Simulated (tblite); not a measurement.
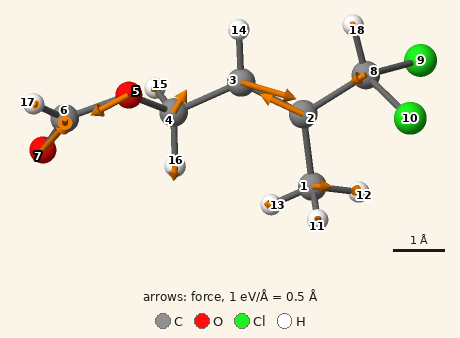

Starting geometry of C6H8Cl2O2 with the computed forces as orange arrows. A ball-and-stick model, seen at a tilt.

Theory: GFN2-xTB geometry optimisation, gas phase in tblite. 

What follows when this structure is relaxed?

It isn't relaxed: the largest force vector, on C3, is 2.29 eV/Å. The final displacements have little in common with the starting forces (cosine between the two patterns 0.12). The largest move after the best rigid fit is that of H17, 1.05 Å. By element the largest moves are H 1.05 Å, O 0.68 Å, C 0.34 Å, Cl 0.31 Å. Among the contacts that change: C2–C3 1.372 → 1.330 Å, O5–C6 1.354 → 1.321 Å, C4–H16 1.073 → 1.098 Å, C2–C8 1.516 → 1.492 Å. Among the angles between lasting bonds that change: C2–C3–C4 127.6° → 124.0°, C4–O5–C6 113.2° → 116.7°, C3–C4–H15 108.0° → 111.2°. Groups turn about C3–C4 by about 55°, C1–C2 by about 30°. After 128 geometry steps the energy has fallen by 0.205 eV.
